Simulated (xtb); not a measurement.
C₂H₆SZn (charge −1): property calculation

The run: property calculation of C₂H₆SZn, charge −1, multiplicity 2. Method and program: GFN2-xTB (xtb 6.7.1).

The geometry was optimised with GFN2-xTB.

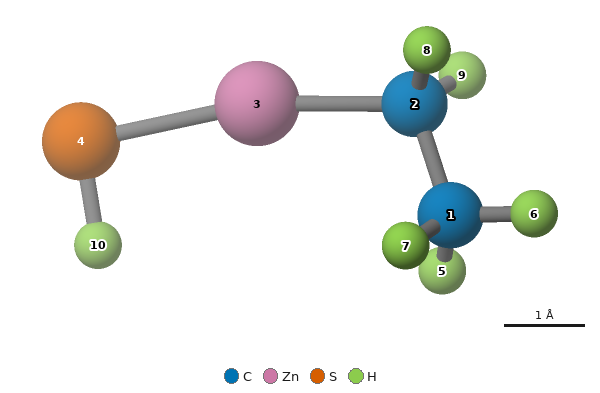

Fig. 1: The input geometry (ball-and-stick view, seen at a tilt; atoms are numbered from 1 in the order of the input). Sticks mark near contacts. Bond lengths as drawn: C–C 1.52 Å, C–H 1.09 Å, C–Zn 2.05 Å, H–S 1.33 Å and S–Zn 2.31 Å.

Input file (geo.gen)
```
10 C
 C Zn S H
   1  1     -1.05726800      0.78558800      0.44273700
   2  1     -0.27857500     -0.42628600      0.94058300
   3  2      1.20566200     -0.93341700     -0.38233800
   4  3      2.73719100     -1.07519100     -2.10532200
   5  4     -1.54460900      0.58337600     -0.50947200
   6  4     -1.83389500      1.04585800      1.16392600
   7  4     -0.41240400      1.65492000      0.32303400
   8  4      0.16001400     -0.20456500      1.91099800
   9  4     -0.95659300     -1.26587100      1.07436100
  10  4      2.06357700     -0.21551300     -2.85580800
```

Command:
```bash
xtb geo.gen -c -1 --uhf 1 --gfn 2 --vfukui -P 1 > run.log
```

The program's output
```
* xtb version 6.7.1
   ID    Z sym.   atoms
    1    6 C      1, 2
    2   30 Zn     3
    3   16 S      4
    4    1 H      5-10

           -------------------------------------------------
          |                Calculation Setup                |
           -------------------------------------------------

          program call               : xtb geo.gen -c -1 --uhf 1 --gfn 2 --vfukui -P 1
          coordinate file            : geo.gen
          omp threads                :                     1

           -------------------------------------------------
          |                 G F N 2 - x T B                 |
           -------------------------------------------------

      * Hamiltonian:
        H0-scaling (s, p, d)           1.850000    2.230000    2.230000
        zeta-weighting                 0.500000
      * Dispersion:
        s8                             2.700000
        a1                             0.520000
        a2                             5.000000
        s9                             5.000000
      * Repulsion:
        kExp                           1.500000    1.000000
        rExp                           1.000000
      * Coulomb:
        alpha                          2.000000
        third order                    shell-resolved
        anisotropic                    true
        a3                             3.000000
        a5                             4.000000
        cn-shift                       1.200000
        cn-exp                         4.000000
        max-rad                        5.000000

          ...................................................
          :                      SETUP                      :
          :.................................................:
          :  # basis functions                  28          :
          :  # atomic orbitals                  27          :
          :  # shells                           15          :
          :  # electrons                        23          :
          :  max. iterations                   250          :
          :  Hamiltonian                  GFN2-xTB          :
          :  restarted?                      false          :
          :  GBSA solvation                  false          :
          :  PC potential                    false          :
          :  electronic temp.          300.0000000     K    :
          :  accuracy                    1.0000000          :
          :  -> integral cutoff          0.2500000E+02      :
          :  -> integral neglect         0.1000000E-07      :
          :  -> SCF convergence          0.1000000E-05 Eh   :
          :  -> wf. convergence          0.1000000E-03 e    :
          :  Broyden damping             0.4000000          :
          :  net charge                         -1          :
          :  unpaired electrons                  1          :
          ...................................................

 iter      E             dE          RMSdq      gap      omega  full diag
   1    -11.2277288 -0.112277E+02  0.516E+00    0.87       0.0  T
   2    -11.3341229 -0.106394E+00  0.337E+00    1.30       1.0  T
   3    -11.3573780 -0.232550E-01  0.171E+00    1.50       1.0  T
   4    -11.3571995  0.178486E-03  0.840E-01    1.37       1.0  T
   5    -11.3581410 -0.941494E-03  0.288E-01    1.41       1.0  T
   6    -11.3581264  0.145663E-04  0.732E-02    1.42       1.0  T
   7    -11.3581624 -0.360091E-04  0.341E-02    1.43       1.0  T
   8    -11.3581644 -0.196538E-05  0.115E-02    1.43       2.8  T
   9    -11.3581643  0.624041E-07  0.380E-03    1.43       8.3  T
  10    -11.3581644 -0.970996E-07  0.104E-03    1.43      30.5  T
  11    -11.3581644 -0.662876E-09  0.582E-04    1.43      54.4  T
  12    -11.3581644 -0.263054E-09  0.156E-04    1.43     202.5  T

   *** convergence criteria satisfied after 12 iterations ***

         #    Occupation            Energy/Eh            Energy/eV
      -------------------------------------------------------------
         1        2.0000           -0.4920051             -13.3881
       ...           ...                  ...                  ...
         6        2.0000           -0.2861442              -7.7864
         7        2.0000           -0.2826401              -7.6910
         8        2.0000           -0.2659845              -7.2378
         9        2.0000           -0.2311594              -6.2902
        10        2.0000           -0.1692892              -4.6066
        11        2.0000           -0.1661072              -4.5200
        12        1.0000           -0.0099801              -0.2716 (HOMO)
        13                          0.0424053               1.1539 (LUMO)
        14                          0.1271084               3.4588
        15                          0.1346484               3.6640
        16                          0.1810913               4.9277
        17                          0.1850176               5.0346
       ...                                ...                  ...
        27                          1.1064989              30.1094
      -------------------------------------------------------------
                  HL-Gap            0.0523854 Eh            1.4255 eV
             Fermi-level           -0.0359155 Eh           -0.9773 eV

 SCC (total)                   0 d,  0 h,  0 min,  0.006 sec
 SCC setup                      ...        0 min,  0.000 sec (  1.425%)
 Dispersion                     ...        0 min,  0.000 sec (  0.636%)
 classical contributions        ...        0 min,  0.000 sec (  0.317%)
 integral evaluation            ...        0 min,  0.001 sec ( 12.946%)
 iterations                     ...        0 min,  0.003 sec ( 55.308%)
 molecular gradient             ...        0 min,  0.002 sec ( 27.435%)
 printout                       ...        0 min,  0.000 sec (  1.752%)

         :::::::::::::::::::::::::::::::::::::::::::::::::::::
         ::                     SUMMARY                     ::
         :::::::::::::::::::::::::::::::::::::::::::::::::::::
         :: total energy             -11.245057750818 Eh    ::
         :: gradient norm              0.081194816728 Eh/a0 ::
         :: HOMO-LUMO gap              1.425479087853 eV    ::
         ::.................................................::
         :: SCC energy               -11.358157924533 Eh    ::
         :: -> isotropic ES            0.132515329454 Eh    ::
         :: -> anisotropic ES          0.003857232226 Eh    ::
         :: -> anisotropic XC          0.004571805958 Eh    ::
         :: -> dispersion             -0.005566356892 Eh    ::
         :: repulsion energy           0.113100173715 Eh    ::
         :: add. restraining           0.000000000000 Eh    ::
         :: total charge              -1.000000000000 e     ::
         :::::::::::::::::::::::::::::::::::::::::::::::::::::

Fukui index Calculation

Run single point for reduced species

 iter      E             dE          RMSdq      gap      omega  full diag
   1    -11.2029955 -0.112030E+02  0.529E+00    1.43       0.0  T
   2    -10.8802133  0.322782E+00  0.695E+00    0.79       1.0  T
   3    -11.2140300 -0.333817E+00  0.484E+00    1.64       1.0  T
   4    -11.2124076  0.162243E-02  0.426E+00    1.96       1.0  T
   5    -11.2245340 -0.121265E-01  0.328E+00    1.67       1.0  T
   6    -11.2326839 -0.814986E-02  0.261E+00    1.42       1.0  T
   7    -11.2349664 -0.228251E-02  0.244E+00    1.34       1.0  T
   8    -11.2439712 -0.900475E-02  0.161E+00    1.03       1.0  T
   9    -11.2430426  0.928547E-03  0.170E+00    1.07       1.0  T
  10    -11.2205808  0.224618E-01  0.330E+00    0.52       1.0  T
  11    -11.2186060  0.197478E-02  0.339E+00    0.52       1.0  T
  12    -11.2208722 -0.226624E-02  0.316E+00    0.51       1.0  T
  13    -11.2476709 -0.267986E-01  0.129E+00    0.57       1.0  T
  14    -11.2518258 -0.415496E-02  0.572E-01    0.61       1.0  T
  15    -11.2527388 -0.912998E-03  0.208E-01    0.65       1.0  T
  16    -11.2526131  0.125749E-03  0.290E-01    0.64       1.0  T
  17    -11.2528154 -0.202314E-03  0.136E-01    0.66       1.0  T
  18    -11.2528526 -0.371831E-04  0.826E-02    0.66       1.0  T
  19    -11.2528731 -0.205303E-04  0.187E-02    0.67       1.7  T
  20    -11.2528738 -0.754097E-06  0.111E-02    0.67       2.8  T
  21    -11.2528742 -0.314792E-06  0.331E-03    0.67       9.6  T
  22    -11.2528742 -0.343050E-07  0.827E-05    0.67     382.2  T
  23    -11.2528742  0.452864E-10  0.143E-04    0.67     221.1  T
     SCC iter.                  ...        0 min,  0.005 sec
     gradient                   ...        0 min,  0.002 sec

Run single point for oxidized species

 iter      E             dE          RMSdq      gap      omega  full diag
   1    -11.1723081 -0.111723E+02  0.529E+00    4.25       0.0  T
   2    -11.2096815 -0.373734E-01  0.491E+00    2.97       1.0  T
   3    -11.2294840 -0.198025E-01  0.293E+00    3.59       1.0  T
   4    -11.2286528  0.831224E-03  0.892E-01    3.64       1.0  T
   5    -11.2267685  0.188432E-02  0.693E-01    3.55       1.0  T
   6    -11.2320954 -0.532696E-02  0.275E-01    3.56       1.0  T
   7    -11.2322162 -0.120712E-03  0.920E-02    3.48       1.0  T
   8    -11.2322273 -0.111021E-04  0.210E-02    3.49       1.5  T
   9    -11.2322279 -0.642552E-06  0.506E-03    3.49       6.3  T
  10    -11.2322280 -0.102502E-06  0.191E-03    3.49      16.5  T
  11    -11.2322280 -0.149200E-08  0.525E-04    3.49      60.3  T
  12    -11.2322280 -0.239430E-09  0.201E-04    3.49     157.4  T
     SCC iter.                  ...        0 min,  0.003 sec
     gradient                   ...        0 min,  0.002 sec

Fukui functions:
     #        f(+)     f(-)     f(0)
     1C      -0.039   -0.043   -0.041
     2C       0.050    0.099    0.075
     3Zn      0.124    0.097    0.111
     4S       0.411    0.362    0.386
     5H       0.047    0.059    0.053
     6H       0.070    0.083    0.076
     7H       0.047    0.059    0.053
     8H       0.097    0.111    0.104
     9H       0.097    0.111    0.104
    10H       0.095    0.062    0.079
           -------------------------------------------------
          |                Property Printout                |
           -------------------------------------------------

    * Orbital Energies and Occupations

         #    Occupation            Energy/Eh            Energy/eV
      -------------------------------------------------------------
         1        2.0000           -0.4920051             -13.3881
         2        2.0000           -0.4411251             -12.0036
         3        2.0000           -0.3814166             -10.3789
         4        2.0000           -0.3370092              -9.1705
         5        2.0000           -0.3323497              -9.0437
         6        2.0000           -0.2861442              -7.7864
         7        2.0000           -0.2826401              -7.6910
         8        2.0000           -0.2659845              -7.2378
         9        2.0000           -0.2311594              -6.2902
        10        2.0000           -0.1692892              -4.6066
        11        2.0000           -0.1661072              -4.5200
        12        1.0000           -0.0099801              -0.2716 (HOMO)
        13                          0.0424053               1.1539 (LUMO)
        14                          0.1271084               3.4588
        15                          0.1346484               3.6640
        16                          0.1810913               4.9277
        17                          0.1850176               5.0346
        18                          0.1992744               5.4225
        19                          0.2110826               5.7438
        20                          0.3193966               8.6912
        21                          0.3284486               8.9375
        22                          0.3320881               9.0366
        23                          0.3536221               9.6225
       ...                                ...                  ...
        27                          1.1064989              30.1094
      -------------------------------------------------------------
                  HL-Gap            0.0523854 Eh            1.4255 eV
             Fermi-level           -0.0359155 Eh           -0.9773 eV

     #   Z          covCN         q      C6AA      α(0)
     1   6 C        3.761    -0.056    21.622     6.629
     2   6 C        3.644    -0.234    25.603     7.273
     3  30 Zn       1.657     0.189   123.048    21.669
     4  16 S        1.749    -0.807   179.647    22.561
     5   1 H        0.925    -0.020     3.426     2.895
     6   1 H        0.924    -0.035     3.741     3.025
     7   1 H        0.925    -0.019     3.409     2.887
     8   1 H        0.925    -0.062     4.395     3.279
     9   1 H        0.925    -0.062     4.385     3.275
    10   1 H        0.923     0.105     1.737     2.061

 Mol. C6AA /au·bohr⁶  :       2034.806881
 Mol. C8AA /au·bohr⁸  :      79029.418838
 Mol. α(0) /au        :         75.552718

Wiberg/Mayer (AO) data.
largest (>0.10) Wiberg bond orders for each atom

 ---------------------------------------------------------------------------
     #   Z sym  total        # sym  WBO       # sym  WBO       # sym  WBO
 ---------------------------------------------------------------------------
     1   6 C    3.984 --     2 C    1.016     5 H    0.989     7 H    0.988
                             6 H    0.979
     2   6 C    3.619 --     1 C    1.016     9 H    0.974     8 H    0.973
                             3 Zn   0.514     4 S    0.129
     3  30 Zn   1.147 --     4 S    0.557     2 C    0.514
     4  16 S    1.646 --    10 H    0.956     3 Zn   0.557     2 C    0.129
     5   1 H    1.000 --     1 C    0.989
     6   1 H    0.996 --     1 C    0.979
     7   1 H    1.000 --     1 C    0.988
     8   1 H    0.996 --     2 C    0.973
     9   1 H    0.996 --     2 C    0.974
    10   1 H    0.989 --     4 S    0.956
 ---------------------------------------------------------------------------

Topologies differ in total number of bonds
Writing topology from bond orders to xtbtopo.mol

molecular dipole:
                 x           y           z       tot (Debye)
 q only:       -2.814       1.391       1.627
   full:       -3.536       2.017       1.832      11.346
molecular quadrupole (traceless):
                xx          xy          yy          xz          yz          zz
 q only:      -12.434      11.572      12.168      22.163      -8.354       0.266
  q+dip:      -15.215      15.602      13.174      25.808      -9.817       2.041
   full:      -15.069      14.797      12.966      25.679     -10.222       2.103

           -------------------------------------------------
          | TOTAL ENERGY              -11.245057750818 Eh   |
          | GRADIENT NORM               0.081194816728 Eh/α |
          | HOMO-LUMO GAP               1.425479087853 eV   |
           -------------------------------------------------

------------------------------------------------------------------------
------------------------------------------------------------------------
 total:
 *  cpu-time:     0 d,  0 h,  0 min,  0.029 sec
 * ratio c/w:     1.000 speedup
 SCF:
 *  cpu-time:     0 d,  0 h,  0 min,  0.006 sec
 * ratio c/w:     1.000 speedup
```

Standard error
```
normal termination of xtb
```

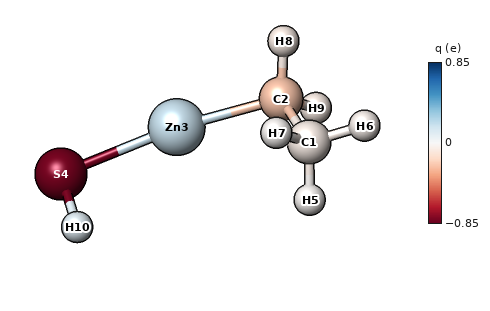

Fig. 2: Mulliken charges, as the colour of each atom (ball-and-stick view, seen at a tilt; atoms are numbered from 1 in the order of the input). By element: C −0.23 to −0.06, Zn +0.19, S −0.81 and H −0.06 to +0.11 e.

Summary

| quantity | value |
| --- | --- |
| outcome | converged |
| electrons treated | 23 |
| total energy | −11.245058 hartree |
| dispersion energy | −0.005566 hartree |
| basis functions | 28 |
| hardware | 1 thread of Intel Xeon @ 2.50GHz (Skylake/Cascade Lake), 16 GiB of memory available, shared host |
| peak memory | 0.072 GiB |
